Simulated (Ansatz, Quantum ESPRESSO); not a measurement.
# black phosphorene, 2 layers, AB stacking: the dipole at a withheld member of a series

Method. Quantum ESPRESSO 7.5, PBE, GBRV ultrasoft. Cell and atoms are relaxed without a field with a D3(BJ) correction and then held. Sawtooth field with dipole correction, 17 Å of vacuum in the starting cell, Fermi-Dirac smearing of 0.002 Ry; bands along a path at each field. The series steps the field along the normal.

| field along the normal | dipole (e Å) |
| --- | --- |
| 0 V/Å | 0.000 |
| 0.05 V/Å | 0.037 |
| 0.1 V/Å | 0.074 |
| 0.2 V/Å | 0.148 |
| 0.3 V/Å | 0.222 |

To predict: What is the dipole at 0.4 V/Å?

**Fit.** The rows at 0.2 V/Å and 0.3 V/Å give a slope of (0.222 − (0.148))/(0.3 − (0.2)) = 0.74, so a straight line gives 0.296 e Å. A parabola through these and the row at 0.1 V/Å gives 0.296 e Å.

**Check.** 0.296 e Å. The line misses by 0.000 and the parabola by 0.000 e Å. Both misses are under 5 % of the step from the nearer row.

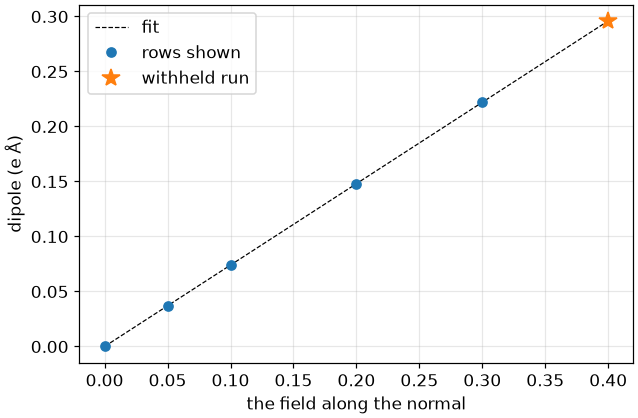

The rows shown, the fit and the withheld run.

**Limits.** Ions are held; semilocal gaps are too small; in strong fields empty levels can belong to the vacuum; one stacking. Members without a usable value, or on the other side of zero field or charge, are not listed.
